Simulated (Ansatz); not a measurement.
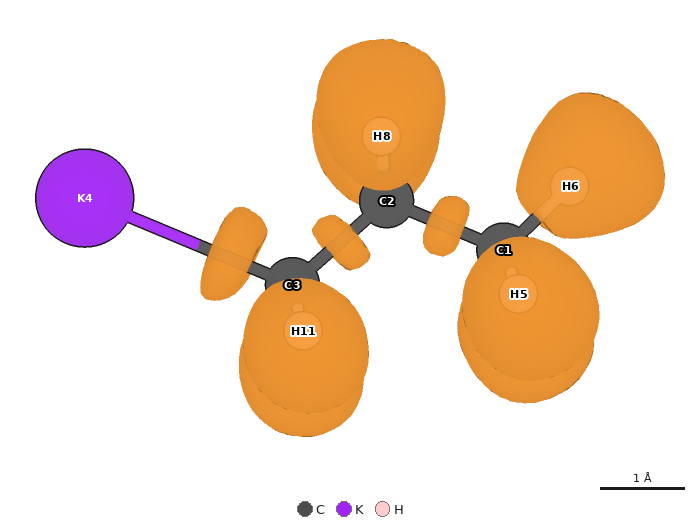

The picture shows: C$_{3}$H$_{7}$K. Isosurface of the ELF at 0.85 (orange), seen across its widest extent. Core shells and regions of very low density are left out.

Geometry: PBE0-D3(BJ)/def2-SVP.

The calculation used Ansatz 0.2.0, isolated molecule in a Gaussian basis; Kohn-Sham density functional theory, functional PBE0.

```xyz
11

C    -0.3808    2.3785   -0.2845
C     0.5292    1.1877    0.0282
C     0.5857    0.1135   -1.0522
K     2.1923   -1.9973   -0.5053
H    -0.0572    2.8821   -1.2108
H    -0.3929    3.1329    0.5235
H    -1.4186    2.0423   -0.4470
H     1.5440    1.5822    0.2357
H     0.1970    0.7513    0.9914
H    -0.4388   -0.2646   -1.2494
H     0.9156    0.5702   -2.0083
```

Describe the localisation domains.

Answer. The ELF exceeds this value in two regions between bonded C–C atoms (shared pairs), seven regions around hydrogen nuclei and one lobe of the valence shell of C pointing towards K. Profiles from the grid: C–C (1.52 Å): the ELF peaks at about 0.95 between the atoms (a covalent bond). C–K (2.71 Å): the ELF peaks at about 0.95 in the valence shell of C, 0.8 Å from its nucleus, and is about 0.15 at the midpoint.
